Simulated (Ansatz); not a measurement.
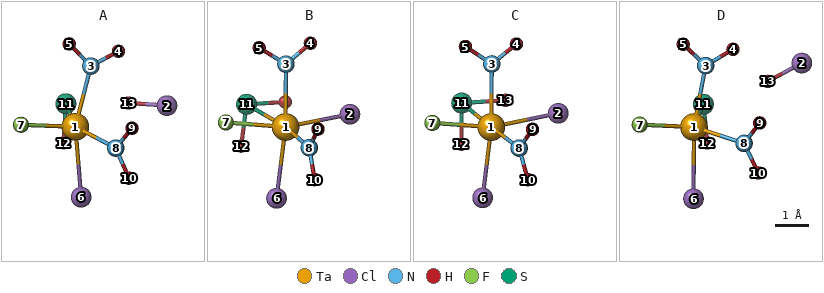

4 geometries from a converged minimum-energy path of TaN2H6SCl2F, shuffled. Style: ball-and-stick. Shown from a free direction.

These are results of Ansatz, RKS PBE/def2-SVP, not measurements. Run with 5 movable images; climbing image; force threshold 0.03 eV/Å; iteration limit 60; starting path through a guess of the saddle point.

Question: Which frame is the top of the path?

Answer: A. In order along the path, whose images run from 0 to 6: B (image 0, 0.0 kcal/mol), C (image 1, +1.9 kcal/mol), A (image 3, +19.8 kcal/mol), D (image 5, +15.6 kcal/mol). Breaking: S11–H13 (1.36 → 1.97 at the top → 2.19 Å), Ta1–Cl2 (2.40 → 3.30 at the top → 4.29 Å). Forming: Cl2–H13 (2.86 → 1.39 at the top → 1.34 Å).
